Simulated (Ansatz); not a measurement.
A relaxed structure of NaF. Computed with PBE (plane waves to 420 eV, PAW, scalar-relativistic; Ansatz, a quantum-chemistry and plane-wave program).

Fm-3m (No. 225), cF8, rock salt type; a = b = c = 4.702 Å, α = β = γ = 90.00°.

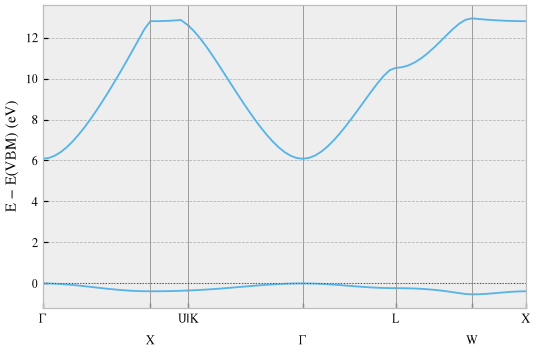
Figure. Highest filled and lowest empty band along the path of this cell's Brillouin zone

Read off the gap and say whether it is direct.

6.09 eV, direct at Γ (no spin-orbit coupling).

How far does the top valence band disperse along this path?

About 0.5 eV.

No spin polarisation in the result.

Measured for NaF: a 4.582 Å (static lattice; corrected from measurement; as listed in Daniel Mejia-Rodriguez, S. B. Trickey, Phys. Rev. B (2018)). Computed minus measured — a: PBE +2.6 %. The computed values are for a static lattice.

The run could not lose the symmetry of its start; a randomly shaken copy of 2 atoms returns to this structure.

All atoms sit on sites fixed by symmetry, so only the cell could relax.
